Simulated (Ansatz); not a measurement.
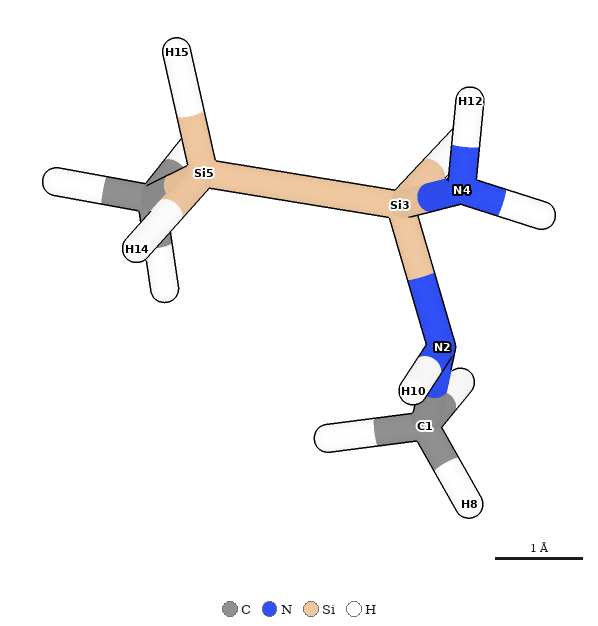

Figure 1. The input geometry (stick view, seen at a tilt; atoms are numbered from 1 in the order of the input). Bond lengths as drawn: C–H 1.05 to 1.13 Å, C–N 1.48 Å, C–Si 1.84 Å, H–N 0.98 to 1.04 Å, H–Si 1.43 to 1.49 Å, N–Si 1.71 to 1.76 Å and Si–Si 2.30 Å.

## C$_{2}$H$_{12}$N$_{2}$Si$_{2}$: geometry relaxation (part 1 of 2)

The run: geometry relaxation of C$_{2}$H$_{12}$N$_{2}$Si$_{2}$. Method and program: RKS PBE0/6-31G* (Ansatz 0.2.0).

It belongs to a series of runs on one base structure; here: end point A relaxed. Figures and captions count atoms from 1; the log counts them from 0 in places.

Output:
```
The last accepted step is kept in [file] (removed where the run ends without a failure and the disk answers)
Engine: ansatz 0.2.0, x86_64-unknown-linux-gnu
Functional definition: PBE0
  parameter a = 0.25
  parameter kappa = 0.804
  parameter beta = 0.06672455060314922
  exchange = (1 - a)*pbe_x(kappa = kappa, mu = beta*pi^2/3) + a*exact_x
  correlation = pbe_c(beta = beta)
1405 factors; integrals over basis functions are off by at most 6.0e-4 eV
mean field evaluation 1: about -20979.9881 eV, gradient 7.5e1 eV
mean field evaluation 2: about -20969.5115 eV, gradient 9.8e1 eV
mean field evaluation 4: about -20991.6197 eV, gradient 4.3e0 eV
mean field evaluation 8: about -20991.6885 eV, gradient 7.4e-2 eV
mean field evaluation 16: about -20991.6885 eV, gradient 1.8e-5 eV
mean field -20991.68850369 eV, -771.4303238332 hartree, gradient 1.8e-5 eV, S^2 0.000000; 0 other end points of the search recorded, 0 dependent functions left out
the calculation of the forces begins
reference -20991.68853184 eV, -771.4303248676 hartree; 33, 33 occupied and 89, 89 virtual orbitals, 1405 factors
relax step   1: F+E_penalty+E_count = -20991.68850369 eV  Δ(F+E_penalty+E_count) = +0.000e0 eV  max|allowed force component| = 2.410e0 eV/Å  Δτ_max = 0.0000 Å  (27 SCF iters, accepted)
these checks for a lower state are left out or cut short: starts, cluster_reference, orbital_swaps, neighbouring_geometries, increment
1405 factors; integrals over basis functions are off by at most 6.3e-4 eV
mean field -20992.17358485 eV, -771.4481502370 hartree, gradient 1.3e-5 eV, S^2 0.000000; 0 other end points of the search recorded, 0 dependent functions left out
[... from here on the field's lines of each further geometry are left out, up to the last ...]
relax step   2: F+E_penalty+E_count = -20992.17358485 eV  Δ(F+E_penalty+E_count) = -4.851e-1 eV  max|allowed force component| = 1.002e0 eV/Å  Δτ_max = 0.1912 Å  (29 SCF iters, accepted)
relax step   3: F+E_penalty+E_count = -20992.26587645 eV  Δ(F+E_penalty+E_count) = -9.229e-2 eV  max|allowed force component| = 6.546e-1 eV/Å  Δτ_max = 0.1409 Å  (27 SCF iters, accepted)
relax step   4: F+E_penalty+E_count = -20992.34812213 eV  Δ(F+E_penalty+E_count) = -8.225e-2 eV  max|allowed force component| = 9.945e-1 eV/Å  Δτ_max = 0.1999 Å  (27 SCF iters, accepted)
relax step   5: F+E_penalty+E_count = -20992.36814536 eV  Δ(F+E_penalty+E_count) = -2.002e-2 eV  max|allowed force component| = 3.403e-1 eV/Å  Δτ_max = 0.2000 Å  (27 SCF iters, accepted)
relax step   6: F+E_penalty+E_count = -20992.38354494 eV  Δ(F+E_penalty+E_count) = -1.540e-2 eV  max|allowed force component| = 1.613e-1 eV/Å  Δτ_max = 0.0942 Å  (28 SCF iters, accepted)
relax step   7: F+E_penalty+E_count = -20992.38896143 eV  Δ(F+E_penalty+E_count) = -5.416e-3 eV  max|allowed force component| = 6.436e-2 eV/Å  Δτ_max = 0.0468 Å  (29 SCF iters, accepted)
relax step   8: F+E_penalty+E_count = -20992.38745027 eV  Δ(F+E_penalty+E_count) = +1.511e-3 eV  max|allowed force component| = 1.189e-1 eV/Å  Δτ_max = 0.1226 Å  (26 SCF iters, rejected (line search))
relax step   9: F+E_penalty+E_count = -20992.39228196 eV  Δ(F+E_penalty+E_count) = -3.321e-3 eV  max|allowed force component| = 4.063e-2 eV/Å  Δτ_max = 0.0583 Å  (29 SCF iters, accepted)
relax step  10: F+E_penalty+E_count = -20992.39474033 eV  Δ(F+E_penalty+E_count) = -2.458e-3 eV  max|allowed force component| = 9.662e-2 eV/Å  Δτ_max = 0.0975 Å  (29 SCF iters, accepted)
relax step  11: F+E_penalty+E_count = -20992.39577996 eV  Δ(F+E_penalty+E_count) = -1.040e-3 eV  max|allowed force component| = 1.041e-1 eV/Å  Δτ_max = 0.0664 Å  (28 SCF iters, accepted)
relax step  12: F+E_penalty+E_count = -20992.39663784 eV  Δ(F+E_penalty+E_count) = -8.579e-4 eV  max|allowed force component| = 7.844e-2 eV/Å  Δτ_max = 0.0415 Å  (29 SCF iters, accepted)
relax step  13: F+E_penalty+E_count = -20992.39735663 eV  Δ(F+E_penalty+E_count) = -7.188e-4 eV  max|allowed force component| = 4.273e-2 eV/Å  Δτ_max = 0.0471 Å  (28 SCF iters, accepted)
relax step  14: F+E_penalty+E_count = -20992.39759284 eV  Δ(F+E_penalty+E_count) = -2.362e-4 eV  max|allowed force component| = 2.320e-2 eV/Å  Δτ_max = 0.0073 Å  (22 SCF iters, accepted)
the calculation of the forces begins
reference -20992.39770307 eV, -771.4563864295 hartree; 33, 33 occupied and 89, 89 virtual orbitals, 1405 factors
relax step  15: F+E_penalty+E_count = -20992.39767427 eV  Δ(F+E_penalty+E_count) = -8.143e-5 eV  max|allowed force component| = 1.135e-2 eV/Å  Δτ_max = 0.0084 Å  (24 SCF iters, accepted)
1405 factors; integrals over basis functions are off by at most 5.6e-4 eV
mean field evaluation 128: about -20992.3977 eV, gradient 8.1e-5 eV
```

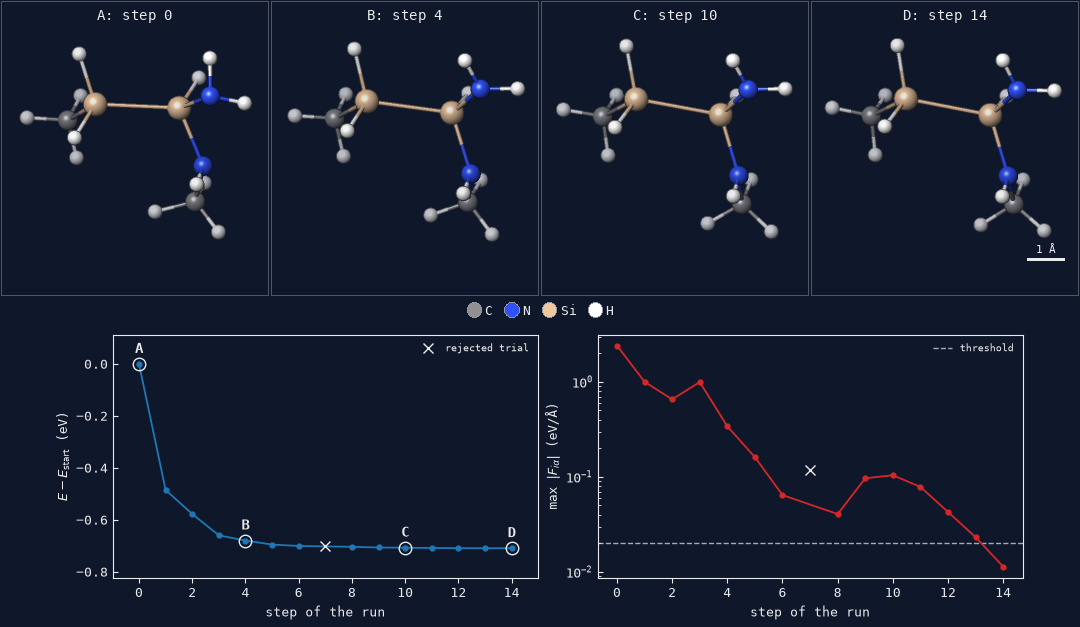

Figure 2. Frames of the relaxation (ball-and-stick view, seen at a tilt) above the curves, on which the letters mark them (the first geometry is step 0 here and step 1 in the log).

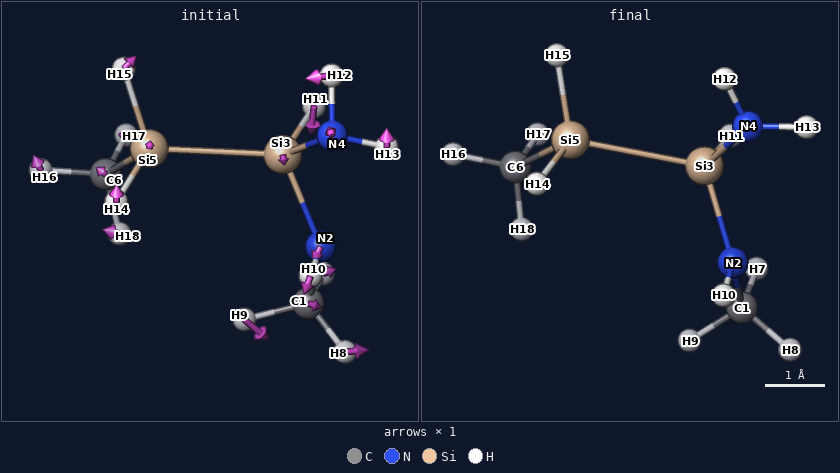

Figure 3. Before (left) and after (right) the relaxation, at one scale (ball-and-stick view, seen at a tilt). The pink arrows give the displacements, at true length. The largest move after the best rigid fit is that of H9, 0.65 Å. By element the largest moves are H 0.65 Å, N 0.31 Å, C 0.26 Å, Si 0.20 Å. Among the contacts that change: Si3–H11 1.435 → 1.503 Å, Si3–Si5 2.299 → 2.353 Å, Si5–C6 1.841 → 1.893 Å, C1–H8 1.054 → 1.098 Å. Among the angles that change: Si3–N4–H12 103.9° → 120.3°, N2–Si3–N4 93.4° → 106.9°, Si3–N2–H10 108.2° → 117.0°. Over 14 geometry steps the energy falls by 0.709 eV. The largest force component goes from 2.4 to 0.011 eV/Å. The line search rejected the trial step at point 7 (counted from 0) and went back. (Atoms are counted from 1 in the order of the input.)

```
mean field -20992.39767427 eV, -771.4563853714 hartree, gradient 1.1e-5 eV, S^2 0.000000; 1 other end points of the search recorded, 0 dependent functions left out
the calculation of the forces begins
reference -20992.39770307 eV, -771.4563864295 hartree; 33, 33 occupied and 89, 89 virtual orbitals, 1405 factors
Total energy: -20992.39770307 eV, -771.4563864295 hartree
Atom 0 at     0.975893    -2.290921    -0.664029 Å, force     0.004102     0.000862     0.001903 eV/Å
Atom 1 at     1.325802    -0.887832    -0.703296 Å, force    -0.006782    -0.003365     0.003389 eV/Å
Atom 2 at     0.211534     0.422157    -0.896513 Å, force     0.006341    -0.011354    -0.003195 eV/Å
Atom 3 at     1.062506     1.690381    -1.708125 Å, force    -0.001399     0.006802     0.007634 eV/Å
Atom 4 at    -0.672530     1.385877     1.060141 Å, force    -0.006408     0.008261     0.005585 eV/Å
Atom 5 at    -1.840790     0.194989     1.955726 Å, force     0.002514    -0.005379    -0.005206 eV/Å
Atom 6 at     0.053340    -2.448517    -1.232395 Å, force     0.000367    -0.000507    -0.000503 eV/Å
Atom 7 at     1.756380    -2.906218    -1.130920 Å, force    -0.001048     0.002868     0.001814 eV/Å
Atom 8 at     0.806944    -2.679031     0.352741 Å, force     0.000653     0.000398    -0.003598 eV/Å
Atom 9 at     2.211364    -0.675882    -0.261185 Å, force     0.000391    -0.000161    -0.000142 eV/Å
Atom 10 at    -0.921662    -0.234056    -1.635153 Å, force    -0.002606     0.003055     0.000370 eV/Å
Atom 11 at     0.757633     2.649304    -1.614477 Å, force     0.000904     0.001748    -0.003413 eV/Å
Atom 12 at     1.470795     1.517381    -2.617826 Å, force    -0.001989    -0.002293    -0.001841 eV/Å
Atom 13 at     0.429776     1.786391     1.991432 Å, force     0.001771    -0.002810    -0.001480 eV/Å
Atom 14 at    -1.419196     2.646192     0.737240 Å, force     0.002205    -0.000957    -0.002148 eV/Å
Atom 15 at    -2.254597     0.652963     2.860001 Å, force     0.001957     0.001839    -0.001229 eV/Å
Atom 16 at    -2.675771    -0.092241     1.307797 Å, force     0.000513     0.000293     0.001890 eV/Å
Atom 17 at    -1.315119    -0.719638     2.250641 Å, force    -0.001486     0.000702     0.000171 eV/Å
Dipole moment:     0.092743    -0.098441    -0.098067 e Å
```

Trajectory as extended XYZ (Å, eV, eV/Å), 15 frames, from step=1 to step=15:
```
18
Properties=species:S:1:pos:R:3:forces:R:3 step=1 energy=-20991.68850
C     0.9062   -2.1380   -0.4706   -1.8939   2.4097   0.8504
N     1.1744   -0.7542   -0.9374    1.1920  -1.9010   0.8872
Si    0.1031    0.5810   -0.9404    1.5644   0.3740  -0.0018
N     1.2758    1.6550   -1.6996   -1.9829   2.1598   1.0783
Si   -0.6151    1.2644    1.1342    0.3145   0.7648   0.1402
C    -1.7676    0.0112    1.8334   -0.5411  -0.2541   1.1822
H     0.0011   -2.4884   -0.9900    0.2440  -0.1891   0.1521
H     1.7316   -2.7481   -0.7113    1.0341  -1.0179  -0.1394
H     0.6873   -2.1059    0.6405    0.3159  -0.6589  -0.9165
H     2.0616   -0.4553   -0.4960   -0.5574  -0.0115  -0.5238
H    -0.9718    0.3175   -1.8537   -1.2390  -0.4477  -0.5661
H     0.6976    2.4244   -2.0841    0.8105   0.0932   0.3390
H     1.5489    1.1659   -2.5019    0.9220  -1.0920  -1.5991
H     0.5010    1.4714    2.1054    0.1331  -0.0054  -0.1124
H    -1.3337    2.5576    1.0358   -0.1219   0.2857   0.0029
H    -2.1473    0.3373    2.8299    0.1388  -0.1767  -0.5872
H    -2.6148   -0.1347    1.1745   -0.3842  -0.1316  -0.1692
H    -1.2760   -0.9498    1.9831    0.0508  -0.2013  -0.0170
18
Properties=species:S:1:pos:R:3:forces:R:3 step=2 energy=-20992.17359
C     0.8917   -2.1783   -0.4357   -0.4390   0.9660   0.0733
N     1.2215   -0.8298   -0.9315    0.5266  -0.5550   0.5746
Si    0.1804    0.5518   -0.9740    0.0347   0.6279   0.0190
N     1.2468    1.7795   -1.6966   -1.0020  -0.1494  -0.1280
Si   -0.6517    1.2971    1.0930    0.5165   0.1883  -0.0999
C    -1.7927    0.0190    1.8431   -0.3091  -0.1632   0.4577
H    -0.0188   -2.5307   -0.9340    0.0729  -0.0161  -0.0178
H     1.7031   -2.8511   -0.6849    0.2231  -0.3281  -0.0568
H     0.7082   -2.2254    0.6599    0.1275  -0.0017  -0.3321
H     2.1340   -0.5354   -0.5685   -0.2503  -0.1651  -0.1927
H    -1.0142    0.2202   -1.7983   -0.1474  -0.2545  -0.2017
H     0.7000    2.5925   -2.0132    0.4133  -0.2080   0.3246
H     1.5966    1.3456   -2.5465    0.3132   0.0747  -0.1678
H     0.5292    1.4954    1.9942   -0.0672   0.0407   0.0630
H    -1.3642    2.6087    1.0150   -0.0133   0.0421  -0.0564
H    -2.1534    0.3468    2.8301    0.0333  -0.0352  -0.1638
H    -2.6669   -0.1540    1.2109   -0.0714  -0.0285  -0.0560
H    -1.2874   -0.9405    1.9888    0.0385  -0.0350  -0.0395
18
Properties=species:S:1:pos:R:3:forces:R:3 step=3 energy=-20992.26588
C     0.8755   -2.1716   -0.4339    0.1239   0.1874  -0.2082
N     1.2402   -0.8413   -0.9055    0.1210  -0.0231   0.1517
Si    0.1647    0.5222   -1.0122    0.1365   0.4029   0.0572
N     1.2014    1.7898   -1.7021   -0.5639  -0.4514  -0.6546
Si   -0.6099    1.2857    1.0863   -0.0094   0.0503  -0.1525
C    -1.7872    0.0231    1.8580   -0.1204  -0.0864   0.0640
H    -0.0219   -2.5144   -0.9586   -0.0095   0.0063  -0.0316
H     1.6845   -2.8774   -0.6641   -0.0974  -0.0038  -0.0088
H     0.6751   -2.2395    0.6460   -0.0049   0.0540   0.0486
H     2.1422   -0.5439   -0.5394   -0.0522  -0.1179  -0.0454
H    -1.0173    0.0927   -1.8581    0.1861  -0.0225   0.1434
H     0.7054    2.6629   -1.9203    0.3036  -0.3516   0.2386
H     1.5888    1.4368   -2.5912   -0.0664   0.3213   0.4657
H     0.5447    1.5118    2.0172   -0.0320  -0.0251  -0.0747
H    -1.3195    2.6014    0.9665    0.0073  -0.0082   0.0039
H    -2.1745    0.3790    2.8184    0.0110   0.0118   0.0113
H    -2.6479   -0.1729    1.2063    0.0682   0.0232   0.0090
H    -1.2818   -0.9331    2.0384   -0.0014   0.0327  -0.0175
18
Properties=species:S:1:pos:R:3:forces:R:3 step=4 energy=-20992.34812
C     0.8857   -2.1797   -0.4976   -0.0430  -0.0530  -0.0868
N     1.3106   -0.8438   -0.8654   -0.0291  -0.0147   0.0641
Si    0.1981    0.4849   -0.9776   -0.3563  -0.4430   0.0728
N     1.0962    1.7345   -1.7262    0.3247   0.9945  -0.7326
Si   -0.6236    1.3064    1.0656    0.0205  -0.0705   0.0667
C    -1.7961    0.0627    1.8878   -0.0165   0.0302  -0.0388
H     0.0022   -2.4532   -1.0864    0.0165   0.0077   0.0082
H     1.6686   -2.9129   -0.7287   -0.0185   0.0188   0.0022
H     0.6194   -2.2946    0.5652    0.0258  -0.0322   0.0286
H     2.1997   -0.5938   -0.4515    0.0973   0.0060   0.0416
H    -0.9529   -0.0757   -1.7717   -0.0026  -0.0514   0.0882
H     0.7001    2.6724   -1.8025    0.1078  -0.3392   0.2607
H     1.5649    1.5255   -2.6068   -0.0888  -0.1421   0.2404
H     0.5247    1.5546    1.9961   -0.0164   0.0431  -0.0277
H    -1.3260    2.6155    0.8827   -0.0238   0.0313   0.0180
H    -2.1908    0.4496    2.8331    0.0044   0.0168  -0.0109
H    -2.6443   -0.1645    1.2323    0.0097  -0.0145   0.0249
H    -1.2742   -0.8767    2.1034   -0.0118   0.0123  -0.0197
18
Properties=species:S:1:pos:R:3:forces:R:3 step=5 energy=-20992.36815
C     0.9048   -2.1981   -0.5377    0.1062   0.0529   0.0331
N     1.3398   -0.8350   -0.7901   -0.2601  -0.1803   0.0429
Si    0.1981    0.4645   -0.9599    0.3403   0.0241  -0.1089
N     1.0749    1.7057   -1.7902   -0.2067   0.2985   0.2036
Si   -0.6342    1.3252    1.0644   -0.1018   0.1563  -0.1247
C    -1.8031    0.0858    1.8935   -0.0030  -0.0295   0.0430
H     0.0448   -2.4328   -1.1762    0.0332   0.0463   0.0194
H     1.7003   -2.9080   -0.7913    0.0121  -0.0397   0.0004
H     0.6034   -2.3892    0.5062    0.0173  -0.0386  -0.0285
H     2.2019   -0.5920   -0.3144   -0.0222  -0.0467  -0.0359
H    -0.9330   -0.1755   -1.7073   -0.0567  -0.0236   0.0017
H     0.8300    2.6837   -1.6509    0.1124  -0.3147  -0.2038
H     1.4361    1.5117   -2.7178   -0.0508   0.1326   0.1079
H     0.5013    1.6640    1.9752    0.0307  -0.0595   0.0588
H    -1.3663    2.6179    0.8532   -0.0186  -0.0244   0.0016
H    -2.1316    0.4518    2.8730    0.0066  -0.0141  -0.0360
H    -2.6957   -0.0868    1.2793    0.0767   0.0307   0.0165
H    -1.3093   -0.8816    2.0431   -0.0157   0.0298   0.0089
```
